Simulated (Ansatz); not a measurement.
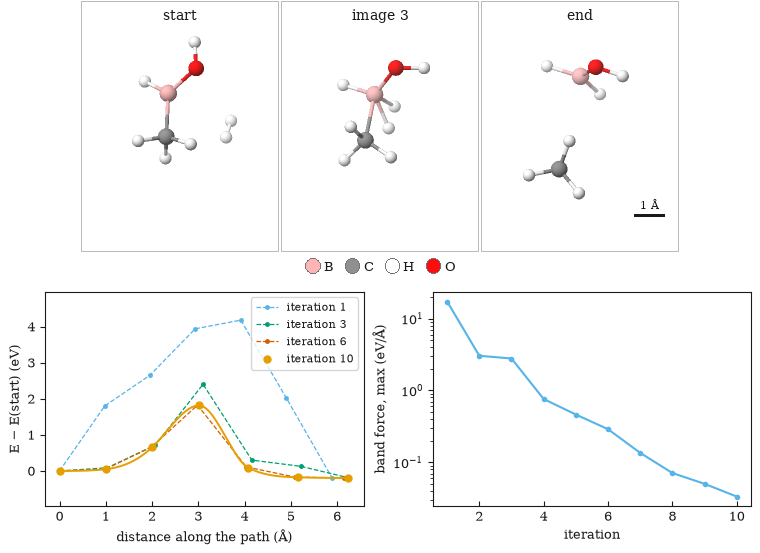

NEB run on CH7BO, made up at the start of CH₅BO and H₂. Images are numbered from 0 (start) to 6 (end). The plot follows the band through its iterations. A ball-and-stick model, seen from a free direction.

The calculation used Ansatz 0.2.0, RKS B3LYP-D4/def2-SVP. Set-up: 5 movable images; climbing image; force threshold 0.05 eV/Å; iteration limit 60; starting path through a guess of the saddle point.

How did the profile develop, and is the result final?

Answer. The run is converged, with reservations. The band converged in 10 iterations. The largest component of the band force went from 17 to 0.033 eV/Å. The climbing image converged on the top of the path. Its vibrational analysis gives 2 imaginary modes over 30i cm⁻¹, so it isn't confirmed as a transition state. The first iteration put the highest image at 4.18 eV. The energy climbs by 1.82 eV to image 3 and then falls by 2.01 eV, so the end point sits at −0.19 eV.

Limits of the set-up: the start holds two separate molecules, 2.8 Å apart at their closest, whose relative position is a soft coordinate.

Cost: 2.1 min on 1 thread of Arm Neoverse V1, on a shared host, peak memory 0.13 GiB.
